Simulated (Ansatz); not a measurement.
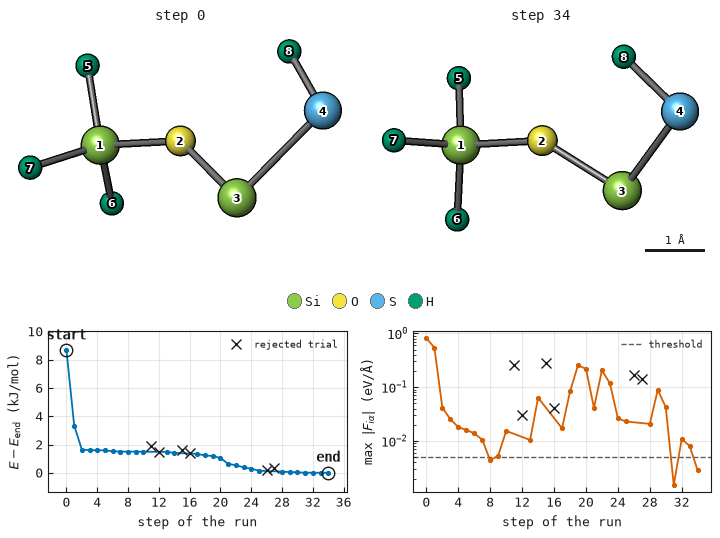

First and last geometry of a relaxation of Si$_{2}$H$_{4}$SO, with the history of the run. Style: ball-and-stick. Shown at a tilt.

These are results of RKS PBE0-D4/def2-TZVP (Ansatz 0.2.0), not measurements. Set-up: force threshold 0.005 eV/Å; at most 200 steps.

Q: What do the curves and the structures tell?

A: It converged. Si3 moves most after the best rigid fit: 0.88 Å. Largest moves by element: Si 0.88 Å, H 0.80 Å, O 0.09 Å, S 0.05 Å. Among the contacts that change: O2–Si3 1.693 → 1.649 Å, Si3–S4 2.190 → 2.159 Å, S4–H8 1.365 → 1.345 Å, Si1–H6 1.504 → 1.486 Å. Groups turn about Si1–O2 by about 60°. The energy falls by 8.66 kJ/mol in 28 accepted moves (34 points after the start). Largest force component: 0.81 eV/Å at the start, 0.0028 eV/Å at the end. The line search rejected the trial steps at points 11, 12, 15, 16, 26, 27 of the run. The forces were under the threshold at step 8, but the run went on from there. The run took of the order of 8 core-minutes on a shared host.
